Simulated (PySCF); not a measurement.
```json
{"atom": "C", "x (Å)": "-2.8206", "y (Å)": "1.0695", "z (Å)": "0.2465"}
{"atom": "C", "x (Å)": "-2.5143", "y (Å)": "-0.3893", "z (Å)": "0.5432"}
{"atom": "P", "x (Å)": "-1.1280", "y (Å)": "-1.0551", "z (Å)": "-0.5051"}
{"atom": "C", "x (Å)": "-0.8627", "y (Å)": "-2.7052", "z (Å)": "0.2869"}
{"atom": "C", "x (Å)": "0.2343", "y (Å)": "-0.1573", "z (Å)": "0.1803"}
{"atom": "C", "x (Å)": "1.1913", "y (Å)": "0.5091", "z (Å)": "0.5604"}
{"atom": "P", "x (Å)": "2.5042", "y (Å)": "1.5688", "z (Å)": "1.0903"}
{"atom": "C", "x (Å)": "3.3706", "y (Å)": "1.7240", "z (Å)": "-0.5682"}
{"atom": "O", "x (Å)": "3.5649", "y (Å)": "0.5395", "z (Å)": "-1.2621"}
{"atom": "H", "x (Å)": "-3.6672", "y (Å)": "1.4255", "z (Å)": "0.8530"}
{"atom": "H", "x (Å)": "-3.0774", "y (Å)": "1.2197", "z (Å)": "-0.8136"}
{"atom": "H", "x (Å)": "-1.9540", "y (Å)": "1.7093", "z (Å)": "0.4748"}
{"atom": "H", "x (Å)": "-3.3859", "y (Å)": "-1.0261", "z (Å)": "0.3129"}
{"atom": "H", "x (Å)": "-2.2737", "y (Å)": "-0.5384", "z (Å)": "1.6087"}
{"atom": "H", "x (Å)": "0.0501", "y (Å)": "-3.1598", "z (Å)": "-0.1241"}
{"atom": "H", "x (Å)": "-0.7729", "y (Å)": "-2.6385", "z (Å)": "1.3812"}
{"atom": "H", "x (Å)": "-1.7135", "y (Å)": "-3.3536", "z (Å)": "0.0283"}
{"atom": "H", "x (Å)": "3.3364", "y (Å)": "0.5382", "z (Å)": "1.6258"}
{"atom": "H", "x (Å)": "2.7837", "y (Å)": "2.4742", "z (Å)": "-1.1373"}
{"atom": "H", "x (Å)": "4.3563", "y (Å)": "2.1751", "z (Å)": "-0.3663"}
{"atom": "H", "x (Å)": "2.7090", "y (Å)": "0.0926", "z (Å)": "-1.3154"}
```

Geometry: PBE0-D3(BJ)/def2-SVP.

All numbers below come from PySCF, PBE0/pcSseg-1, SCF density, gas phase, non-relativistic.

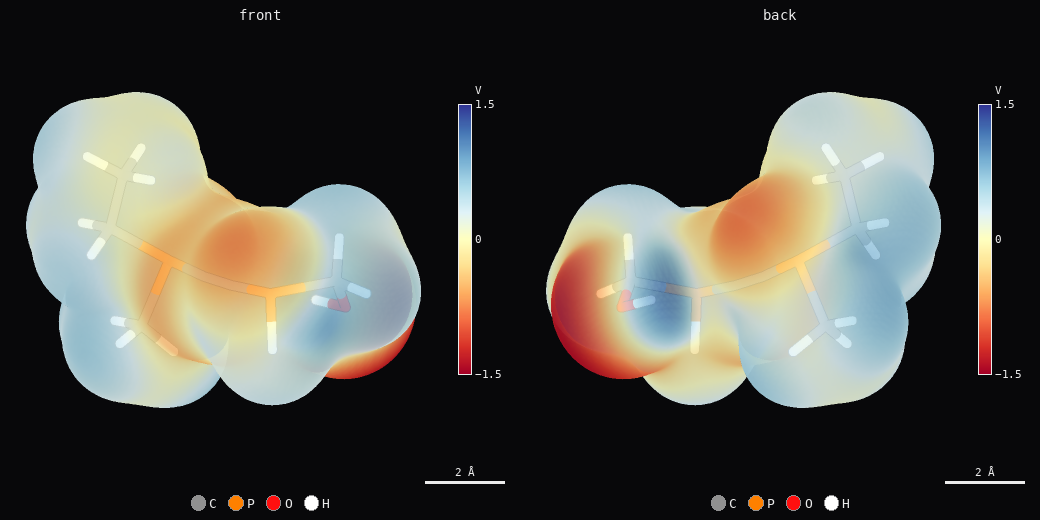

C6H12OP2 (SMILES CCP(C)C#CPCO). The molecular electrostatic potential painted on the density surface at 0.001 e/bohr³, seen from the front and from behind; red is negative and blue positive.

> Describe the electrostatic potential map.

The most negative region (about −1.4 V) lies over O9, the most positive (about +1.1 V) over H21. O9 is the likeliest acceptor of a hydrogen bond.

> What dipole moment does the calculation give?

Its dipole moment is 1.98 D.
